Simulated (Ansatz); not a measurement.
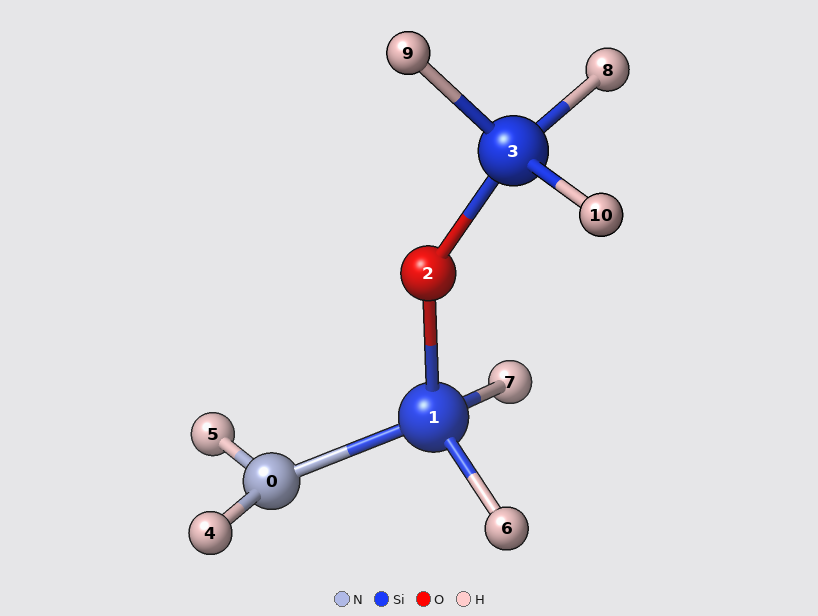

The structure as it stands in the input. Atoms are numbered from 0, in the order of the input.

The calculation was set up as follows.

```yaml
crystal:
  periodic: [false, false, false]
  atoms:
    - {symbol: N, position_ang: [-0.459750, 2.295232, -0.214046]}
    - {symbol: Si, position_ang: [-0.842094, 0.638186, -0.257912]}
    - {symbol: O, position_ang: [0.410507, -0.352453, 0.113866]}
    - {symbol: Si, position_ang: [0.970387, -1.866626, 0.338491]}
    - {symbol: H, position_ang: [-0.352063, 2.783732, 0.659417]}
    - {symbol: H, position_ang: [0.078456, 2.726724, -0.947072]}
    - {symbol: H, position_ang: [-1.915683, 0.400580, 0.738118]}
    - {symbol: H, position_ang: [-1.276445, 0.316355, -1.639426]}
    - {symbol: H, position_ang: [0.835791, -2.663009, -0.910334]}
    - {symbol: H, position_ang: [2.403176, -1.788498, 0.716899]}
    - {symbol: H, position_ang: [0.213117, -2.547125, 1.422701]}
basis:
  gaussian: {orbitals: def2-TZVPP}
hamiltonian: {xc: {name: wB97M-V}}
```

What the program printed:

```
Functional definition: wB97M-V
  name "wB97M-V"
  cite "Mardirossian & Head-Gordon, J. Chem. Phys. 144, 214110 (2016) doi:10.1063/1.4952647"
  cite "Becke, J. Chem. Phys. 107, 8554 (1997) doi:10.1063/1.475007"
  cite "Vydrov & Van Voorhis, J. Chem. Phys. 133, 244103 (2010) doi:10.1063/1.3521275"
  # Of w^i u^j: cxij and so on, Table III.
  parameter omega = 0.3/bohr
  parameter cx = 0.15
  parameter cx01 = 1.007
  parameter cx10 = 0.259
  parameter css00 = 0.443
  parameter css04 = -1.437
  parameter css10 = -4.535
  parameter css20 = -3.390
  parameter css43 = 4.278
  parameter cos00 = 1.000
  parameter cos10 = 1.358
  parameter cos20 = 2.924
  parameter cos21 = -8.812
  parameter cos60 = -1.390
  parameter cos61 = 9.142
  parameter b = 6.0
  parameter c = 0.01
  gx(w, u) = 1 - cx + cx01*u + cx10*w
  gss(w, u) = css00 + css04*u^4 + css10*w + css20*w^2 + css43*w^4*u^3
  gos(w, u) = cos00 + cos10*w + (cos20 + cos21*u)*w^2 + (cos60 + cos61*u)*w^6
  exchange = spin_sum(e_x_unif_sr(omega)*gx(b97_w, b97_u_x)) + cx*exact_x_sr(omega) + exact_x_lr(omega)
  correlation = spin_sum(e_c_pw_mod_same_spin*gss(b97_w, b97_u_same))
      + integral(e_c_pw_mod_opposite_spin*gos(b97_w_opposite, b97_u_opposite)) + vv10(b, c)
1301 factors; their error is unknown
308 factors; integrals over basis functions are off by at most 1.1e-5 eV
mean field evaluation 1: about -19401.8783 eV, gradient 6.5e1 eV
mean field evaluation 2: about -19400.6422 eV, gradient 7.0e1 eV
mean field evaluation 4: about -19408.9425 eV, gradient 3.2e0 eV
mean field evaluation 8: about -19408.9716 eV, gradient 4.6e-2 eV
mean field evaluation 16: about -19408.9812 eV, gradient 6.1e-5 eV
mean field -19408.98119439 eV, -713.2669030137 hartree, gradient 6.1e-5 eV, S^2 0.000000; 0 other end points of the search recorded, 0 dependent functions left out
reference -19408.98125261 eV, -713.2669051534 hartree; 25, 25 occupied and 219, 219 virtual orbitals, 1301 factors
Total energy: -19408.98125261 eV, -713.2669051534 hartree
```
